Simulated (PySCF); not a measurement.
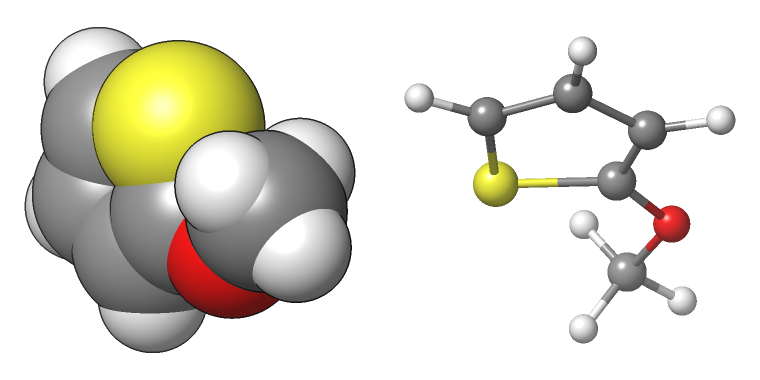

The same structure drawn twice, from different directions. Colours: carbon grey, oxygen red, sulfur yellow, hydrogen white.

> Which formula does it have?

C₅H₆OS, 13 atoms: 5 carbon, 6 hydrogen, 1 oxygen and 1 sulfur.

> What is its SMILES?

COc1cccs1

The parts below concern this one geometry. Atoms keep their numbers from picture to picture. Computed geometry: PBE0-D3(BJ)/def2-TZVP optimisation. No frequency run is at hand to confirm it as a minimum.

## Geometry

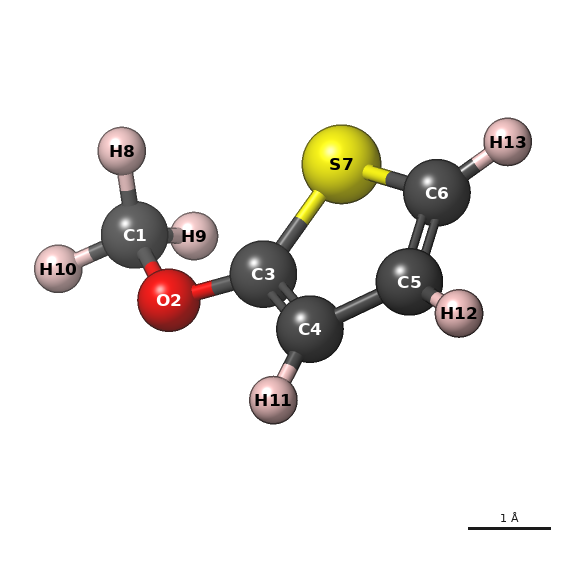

No frequency run is at hand to confirm it as a minimum.

Estimate the angles C1–O2–C3, O2–C1–H9, O2–C3–C4, O2–C3–S7, C3–C4–C5, C4–C3–S7, C4–C5–H12, C5–C4–H11, C5–C6–S7, C5–C6–H13, C6–C5–H12, S7–C6–H13.

```csv
angle,degrees
C1–O2–C3,116.9
O2–C1–H9,111.0
O2–C3–C4,125.0
O2–C3–S7,123.5
C3–C4–C5,112.0
C4–C3–S7,111.6
C4–C5–H12,123.5
C5–C4–H11,125.4
C5–C6–S7,111.4
C5–C6–H13,128.9
C6–C5–H12,123.0
S7–C6–H13,119.7
```

## Charges

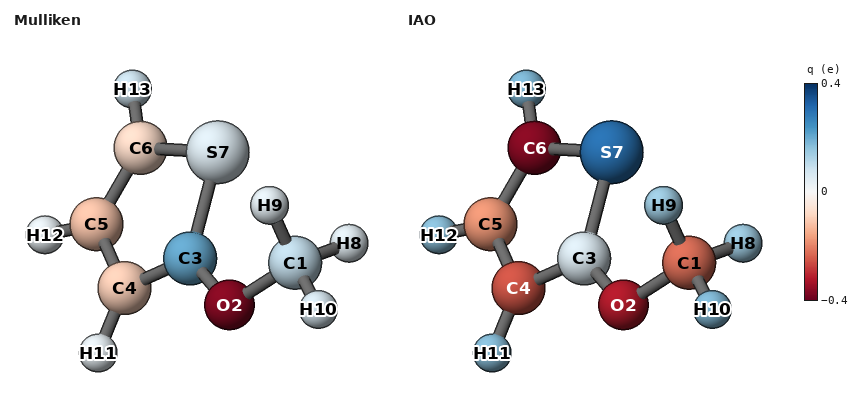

Atomic charges of one calculation by 2 schemes, on one colour scale. No frequency run is at hand to confirm it as a minimum. Level of theory: PBE0/pcSseg-2 (PySCF 2.14.0).

> Which scheme gives the most polar picture (largest mean size of the charges)?

The IAO charges are the largest in size here.

> On which atom do the schemes disagree most?

On C1 (from −0.22 to 0.10 e).

List the charges (e), one line for each set of equivalent atoms. Atoms whose distances differ by more than 0.02 Å in this geometry are listed apart.

| atom | Mulliken | IAO |
| --- | --- | --- |
| C1 | 0.10 | −0.22 |
| O2 | −0.36 | −0.31 |
| C3 | 0.20 | 0.05 |
| C4 | −0.10 | −0.25 |
| C5 | −0.11 | −0.17 |
| C6 | −0.07 | −0.36 |
| S7 | 0.05 | 0.30 |
| H8 | 0.04 | 0.14 |
| H9 | 0.04 | 0.14 |
| H10 | 0.06 | 0.17 |
| H11 | 0.03 | 0.17 |
| H12 | 0.03 | 0.16 |
| H13 | 0.08 | 0.18 |

## Quadrupole coupling

No frequency run is at hand to confirm it as a minimum. Electric field gradients from the ground-state density, PBE0/pcSseg-2 (PySCF 2.14.0), non-relativistic apart from any core potentials.

Give the largest field-gradient component, the quadrupole coupling constant and the asymmetry for 17O at O2 (Q = −25.6 mb), 33S at S7 (Q = −67.81 mb), 2H at H8 (Q = 2.86 mb), 2H at H9 (Q = 2.86 mb).

| atom | V_zz (a.u.) | e²qQ/h (MHz) | η |
| --- | --- | --- | --- |
| O2 | 1.868 | −11.24 | 0.79 |
| S7 | 1.845 | −29.4 | 0.63 |
| H8 | 0.269 | 0.181 | 0.09 |
| H9 | 0.269 | 0.181 | 0.09 |

## Dipole moment

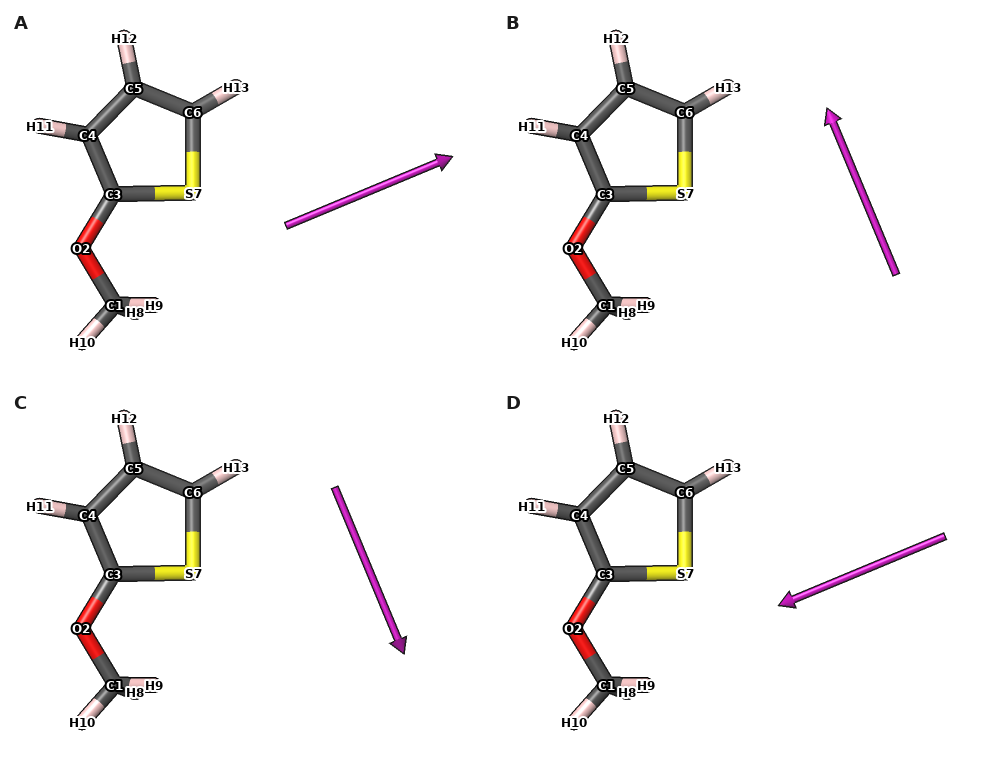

The same molecule four times, each with an arrow. No frequency run is at hand to confirm it as a minimum. Method: PBE0/pcSseg-2, gas phase (PySCF 2.14.0).

> Which arrow points along the dipole moment, from the negative to the positive end?

C. The dipole moment is 1.06 D; it points from the side of H12 to the side of H9, H10 (the outermost atoms at the two ends).

Mulliken values depend strongly on the basis set and can even reverse the polarity of a bond.
